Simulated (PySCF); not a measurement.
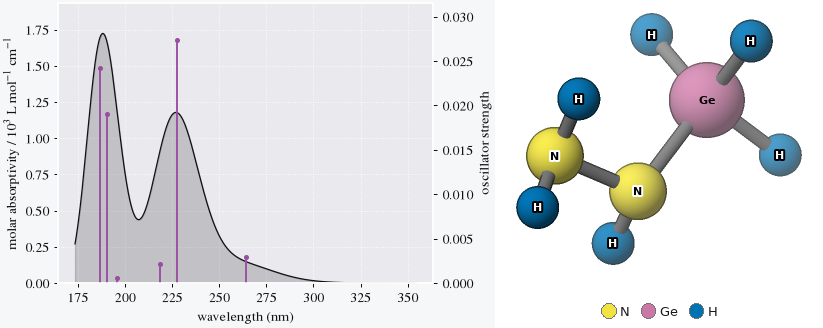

Computed absorption of GeN₂H₆, SMILES N[NH][GeH3], singlet. Vertical TDDFT excitations, PBE0/def2-SVPD in PySCF 2.14.0, at a GFN2-xTB geometry (no frequency check), gas phase. The lowest 6 singlet states are shown; each is broadened by a Gaussian of 1/e half-width 0.40 eV. Sticks give oscillator strengths (right axis).

Question: Which of the computed transitions is the brightest, and what character does the calculation give it?

Answer: S2 at 5.45 eV (227 nm), f = 0.027, mainly HOMO → LUMO+1 (89 %).

Question: Does any vertical transition fall in the visible?

Answer: No singlet lies below 3.1 eV (beyond 400 nm), so at this level no vertical transition falls in the visible.

Question: List the transitions behind the spectrum.

Answer:
```tsv
state	E (eV)	λ (nm)	f	main character
S1	4.70	264	0.003	HOMO → LUMO (97 %)
S2	5.45	227	0.027	HOMO → LUMO+1 (89 %)
S3	5.67	219	0.002	HOMO → LUMO+2 (90 %)
S4	6.34	195	0.001	HOMO → LUMO+3 (46 %)
S5	6.52	190	0.019	HOMO → LUMO+5 (54 %)
S6	6.65	186	0.024	HOMO → LUMO+4 (45 %)
```

Caveats: states above the negative HOMO energy depend on the basis; the tight-binding geometry is rougher than a DFT one and adds to the error; core orbitals are frozen in the response.
